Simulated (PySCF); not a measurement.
```xyz
14

Al    1.4141    2.3186   -0.0016
H     2.1990    2.7611    1.3107
H     1.4314    3.2104   -1.3205
C     0.4056    0.6516    0.0020
C     0.3645   -0.1790    1.1386
C    -0.3635   -1.3677    1.1453
C    -1.0722   -1.7531    0.0072
C    -1.0501   -0.9501   -1.1333
C    -0.3193    0.2368   -1.1322
H     0.9140    0.1076    2.0415
H    -0.3803   -1.9965    2.0392
H    -1.6449   -2.6841    0.0091
H    -1.6041   -1.2528   -2.0255
H    -0.3134    0.8535   -2.0373
```

Geometry: PBE0-D3(BJ)/def2-SVP.

These are results of PySCF 2.14.0, PBE0/pcSseg-1 Al:pcSseg-2, SCF density, gas phase, non-relativistic, not measurements.

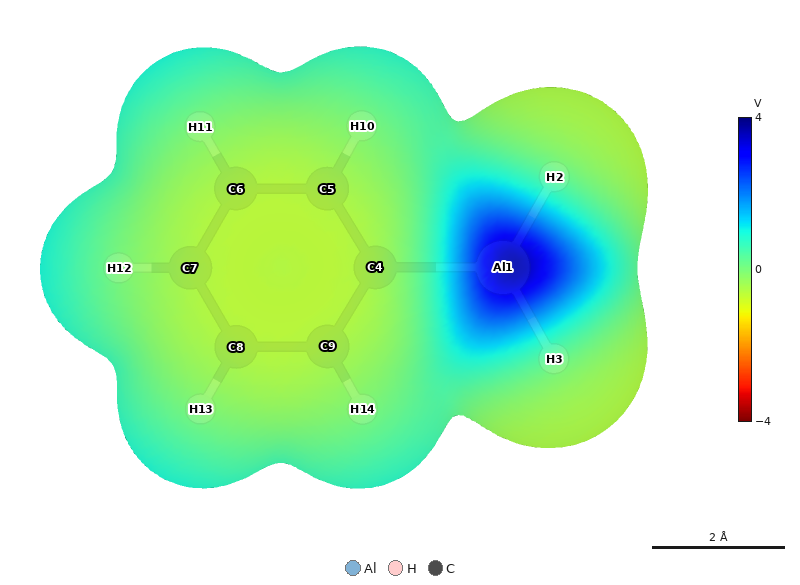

C6H7Al (AlH2Ph). The electrostatic potential painted on the density surface at 0.002 e/bohr³, seen at a tilt; the colour scale runs from red (negative) to blue (positive).

Where is the surface potential most negative and most positive?

Answer. The most negative region (about −0.6 V, or −14 kcal/mol for a unit charge) lies over the π face of the C atoms, the most positive (about +3.4 V, or +78 kcal/mol for a unit charge) over Al1.
